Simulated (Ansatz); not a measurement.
# Two runs on C₂H₇AlFN

System: C₂H₇AlFN.
Method of the first run: RKS PBE0-D4/def2-SVP (Ansatz 0.2.0).

Text and figures count atoms from 1; the logs count them from 0 in places.

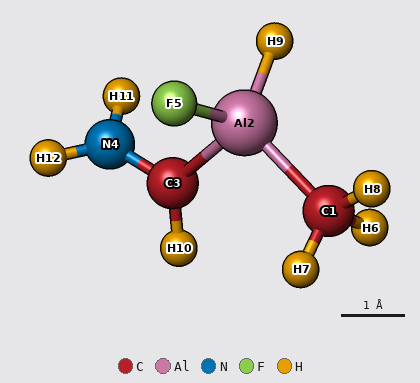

The structure as given in the input (ball-and-stick view, seen at a tilt; atoms are numbered from 1 in the order of the input). Sticks mark near contacts. Bond lengths as drawn: Al–C 1.99 to 2.09 Å, Al–F 1.70 Å, Al–H 1.61 Å, C–H 1.10 to 1.11 Å, C–N 1.29 Å and H–N 1.02 Å.

Input, the first run:
```yaml
crystal:
  periodic: [false, false, false]
  atoms:
    - { symbol: C, position_ang: [-1.441961, -0.637348, 0.52084] }
    - { symbol: Al, position_ang: [-0.173956, 0.825961, 0.965037] }
    - { symbol: C, position_ang: [1.235496, 0.596353, -0.557774] }
    - { symbol: "N", position_ang: [2.248964, 1.395271, -0.605424] }
    - { symbol: F, position_ang: [-0.769639, 2.39429, 0.718571] }
    - { symbol: H, position_ang: [-1.005623, -1.652576, 0.585423] }
    - { symbol: H, position_ang: [-1.90675, -0.527272, -0.475869] }
    - { symbol: H, position_ang: [-2.277797, -0.641283, 1.241772] }
    - { symbol: H, position_ang: [0.765392, 0.653484, 2.263372] }
    - { symbol: H, position_ang: [1.211669, -0.107403, -1.406639] }
    - { symbol: H, position_ang: [2.985886, 1.292718, 0.096556] }
    - { symbol: H, position_ang: [2.381088, 2.133057, -1.297878] }
basis:
  gaussian: { orbitals: def2-SVP }
hamiltonian:
  xc: pbe0
  dispersion: d4
output:
  forces: true
```

Command:
```bash
ansatz run input.yaml --threads 1 --pin off --max-ram 2560MiB --backend cpu --events-out ev --progress --plain --runs-dir out
```

Hardware: 1 thread of Arm Neoverse V2, 24 GiB of memory available, shared host.

Output (the first run):
```
Engine: ansatz 0.2.0, aarch64-unknown-linux-gnu
Functional definition: PBE0
  parameter a = 0.25
  parameter kappa = 0.804
  parameter beta = 0.06672455060314922
  exchange = (1 - a)*pbe_x(kappa = kappa, mu = beta*pi^2/3) + a*exact_x
  correlation = pbe_c(beta = beta)
1085 factors; integrals over basis functions are off by at most 1.1e-3 eV
mean field evaluation 1: about -12965.0392 eV, gradient 6.3e1 eV
mean field evaluation 2: about -12954.7166 eV, gradient 8.7e1 eV
mean field evaluation 4: about -12973.4664 eV, gradient 2.7e0 eV
mean field evaluation 8: about -12973.7065 eV, gradient 9.4e-1 eV
mean field evaluation 16: about -12973.7084 eV, gradient 4.8e-4 eV
mean field -12973.70837054 eV, -476.7749887218 hartree, gradient 1.1e-5 eV, S^2 0.000000; 0 other end points of the search recorded, 0 dependent functions left out
the calculation of the forces begins
reference -12973.70840214 eV, -476.7749898834 hartree; 24, 24 occupied and 85, 85 virtual orbitals, 1085 factors
Total energy: -12973.88158552 eV, -476.7813542549 hartree
Atom 0 at    -1.441961    -0.637348     0.520840 Å, force    -0.342684     0.071631     0.086567 eV/Å
Atom 1 at    -0.173956     0.825961     0.965037 Å, force     0.114495    -1.243742     0.620454 eV/Å
Atom 2 at     1.235496     0.596353    -0.557774 Å, force    -0.713440    -2.551849     1.029608 eV/Å
Atom 3 at     2.248964     1.395271    -0.605424 Å, force     2.135632     1.844449    -0.159065 eV/Å
Atom 4 at    -0.769639     2.394290     0.718571 Å, force     0.241832     0.032449    -0.258360 eV/Å
Atom 5 at    -1.005623    -1.652576     0.585423 Å, force     0.185614     0.191284    -0.073341 eV/Å
Atom 6 at    -1.906750    -0.527272    -0.475869 Å, force     0.068801    -0.024499     0.021900 eV/Å
Atom 7 at    -2.277797    -0.641283     1.241772 Å, force    -0.065876     0.066962     0.012330 eV/Å
Atom 8 at     0.765392     0.653484     2.263372 Å, force    -0.014742     0.149552     0.111680 eV/Å
Atom 9 at     1.211669    -0.107403    -1.406639 Å, force    -1.544658     1.068014    -1.439518 eV/Å
Atom 10 at     2.985886     1.292718     0.096556 Å, force    -1.008416     1.446004     1.129565 eV/Å
Atom 11 at     2.381088     2.133057    -1.297878 Å, force     0.943442    -1.050253    -1.081820 eV/Å
Dipole moment:     1.195423    -0.002266    -0.916817 e Å
```

For the second run the input was changed thus:
```diff
-    - { symbol: "N", position_ang: [2.248964, 1.395271, -0.605424] }
+    - { symbol: "N", position_ang: [0.920861, 0.931097, -1.764675] }
-    - { symbol: H, position_ang: [1.211669, -0.107403, -1.406639] }
-    - { symbol: H, position_ang: [2.985886, 1.292718, 0.096556] }
-    - { symbol: H, position_ang: [2.381088, 2.133057, -1.297878] }
+    - { symbol: H, position_ang: [2.24371, 0.154265, -0.490877] }
+    - { symbol: H, position_ang: [1.640102, 1.350191, -2.359151] }
+    - { symbol: H, position_ang: [-0.001041, 0.809214, -2.184815] }
```

How does the second run compare with the first run?

With the same method and basis, the second run lies 34.2 kcal/mol lower. The largest force goes from 2.843 to 1.801 eV/Å.

Output (the second run):
```
Engine: ansatz 0.2.0, aarch64-unknown-linux-gnu
Functional definition: PBE0
  parameter a = 0.25
  parameter kappa = 0.804
  parameter beta = 0.06672455060314922
  exchange = (1 - a)*pbe_x(kappa = kappa, mu = beta*pi^2/3) + a*exact_x
  correlation = pbe_c(beta = beta)
1085 factors; integrals over basis functions are off by at most 1.1e-3 eV
mean field evaluation 1: about -12966.9548 eV, gradient 6.1e1 eV
mean field evaluation 2: about -12962.9377 eV, gradient 7.5e1 eV
mean field evaluation 4: about -12974.9441 eV, gradient 3.0e0 eV
mean field evaluation 8: about -12975.1851 eV, gradient 2.3e-1 eV
mean field evaluation 16: about -12975.1853 eV, gradient 1.0e-4 eV
mean field -12975.18526802 eV, -476.8292637032 hartree, gradient 1.8e-5 eV, S^2 0.000000; 0 other end points of the search recorded, 0 dependent functions left out
the calculation of the forces begins
reference -12975.18529978 eV, -476.8292648703 hartree; 24, 24 occupied and 85, 85 virtual orbitals, 1085 factors
Total energy: -12975.36363806 eV, -476.8358186814 hartree
Atom 0 at    -1.441961    -0.637348     0.520840 Å, force    -0.170538    -0.013146     0.145155 eV/Å
Atom 1 at    -0.173956     0.825961     0.965037 Å, force     0.038853    -0.889161     0.272463 eV/Å
Atom 2 at     1.235496     0.596353    -0.557774 Å, force    -1.104066    -1.300366     0.577038 eV/Å
Atom 3 at     0.920861     0.931097    -1.764675 Å, force     0.941372     0.402276    -1.007274 eV/Å
Atom 4 at    -0.769639     2.394290     0.718571 Å, force     0.074550     0.042854    -0.179075 eV/Å
Atom 5 at    -1.005623    -1.652576     0.585423 Å, force     0.081174     0.154310    -0.093965 eV/Å
Atom 6 at    -1.906750    -0.527272    -0.475869 Å, force     0.026608    -0.040302    -0.019534 eV/Å
Atom 7 at    -2.277797    -0.641283     1.241772 Å, force    -0.067896     0.053802     0.006302 eV/Å
Atom 8 at     0.765392     0.653484     2.263372 Å, force    -0.065242     0.148869     0.023323 eV/Å
Atom 9 at     2.243710     0.154265    -0.490877 Å, force     0.668630     1.301028     0.318521 eV/Å
Atom 10 at     1.640102     1.350191    -2.359151 Å, force    -0.015885    -0.971604    -0.705002 eV/Å
Atom 11 at    -0.001041     0.809214    -2.184815 Å, force    -0.407559     1.111440     0.662047 eV/Å
Dipole moment:     0.741372    -0.206473    -1.412262 e Å
```

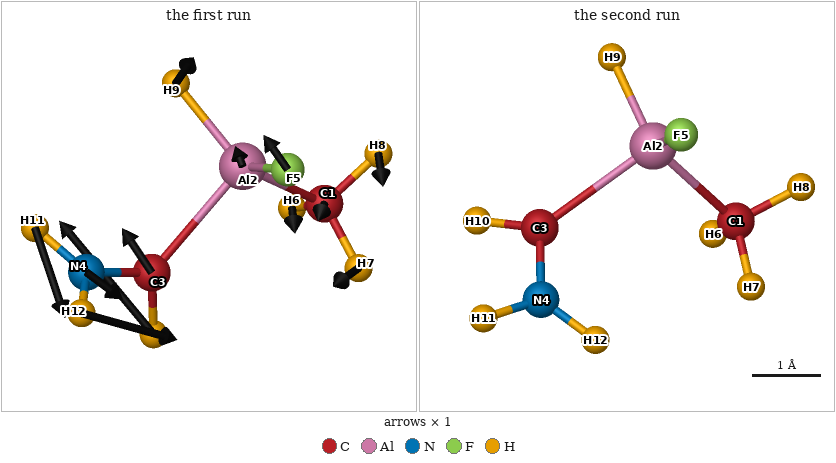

The two input geometries at one scale (ball-and-stick view, seen at a tilt). The black arrows on the first give the shifts of the atoms after the best rigid fit, at true length. H10 moves most after the best rigid fit: 2.21 Å. By element the largest moves are H 2.21 Å, C 0.81 Å, N 0.71 Å, F 0.64 Å, Al 0.34 Å.

The two runs side by side:

| quantity | the first run | the second run |
| --- | --- | --- |
| outcome | converged | converged |
| total energy (hartree) | −476.781354 | −476.835819 |
| largest force (eV/Å) | 2.843 | 1.801 |
| basis functions | 109 | 109 |
| wall time (shared host) | 4.5 s | 4.3 s |
